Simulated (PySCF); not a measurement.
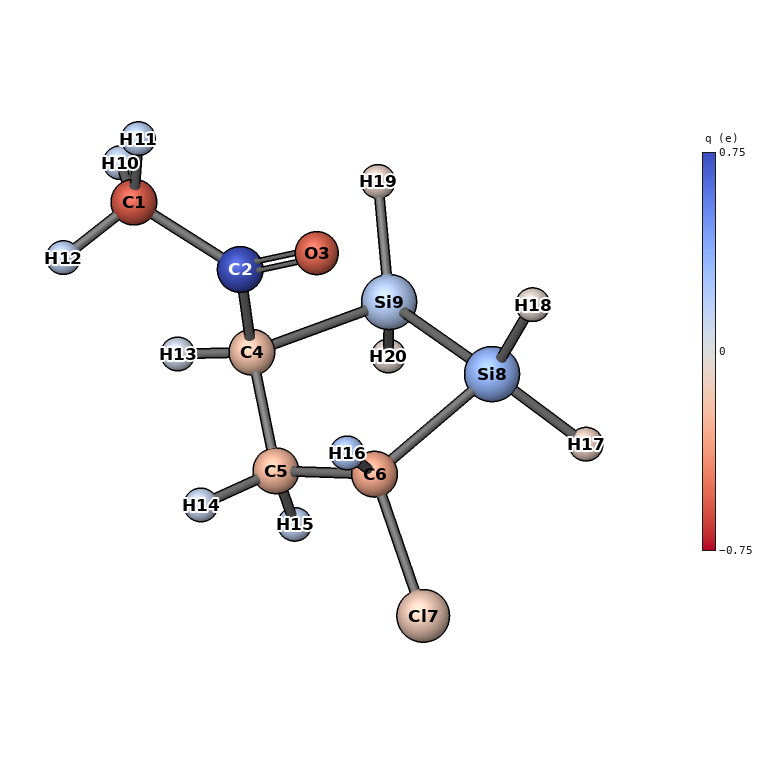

Atoms are coloured by their ESP-fitted charges. The geometry was computed by an optimisation with GFN2-xTB. No frequency run is at hand to confirm it as a minimum. Level of theory: PBE0/pcSseg-1, gas phase (PySCF 2.14.0).

### Which atom carries the highest charge (most positive or least negative)?

C2 (0.73 e).

### And the lowest?

C1 (−0.57 e).

Give the ESP-fitted charges atom by atom.

| atom | value (e) |
| --- | --- |
| C1 | −0.57 |
| C2 | 0.73 |
| O3 | −0.54 |
| C4 | −0.20 |
| C5 | −0.25 |
| C6 | −0.31 |
| Cl7 | −0.15 |
| Si8 | 0.33 |
| Si9 | 0.19 |
| H10 | 0.15 |
| H11 | 0.16 |
| H12 | 0.16 |
| H13 | 0.08 |
| H14 | 0.11 |
| H15 | 0.15 |
| H16 | 0.23 |
| H17 | −0.10 |
| H18 | −0.04 |
| H19 | −0.07 |
| H20 | −0.06 |

The geometry is semi-empirical. Around Si such bond lengths and angles can be off by a tenth of an ångström or more and by several degrees, and values that hang on the shape move with them.
